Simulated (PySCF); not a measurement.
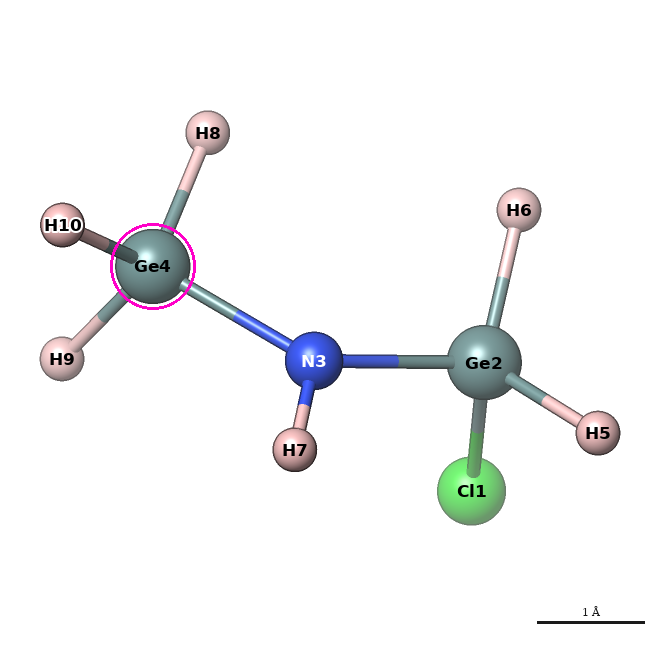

Orthographic view. Atoms fade into the background with distance from the viewer. The geometry was computed by an optimisation with PBE0-D3(BJ)/def2-SVP. No frequency run is at hand to confirm it as a minimum.

**Which atoms are bonded to the circled atom?**

The circled atom is Ge4; it is bonded to N3, H8, H9, H10.

**Of Ge4 and H9, which is nearer the viewer?**

Ge4; the bond to H9 points away from the viewer, so it looks shorter than its 1.54 Å.

**Which atom is farthest from the viewer?**

Cl1, 2.0 Å behind the mean position.

**What is the shortest path along bonds from the circled atom to H6?**

Ge4–N3–Ge2–H6, 3 bonds; through space the two are 3.54 Å apart.
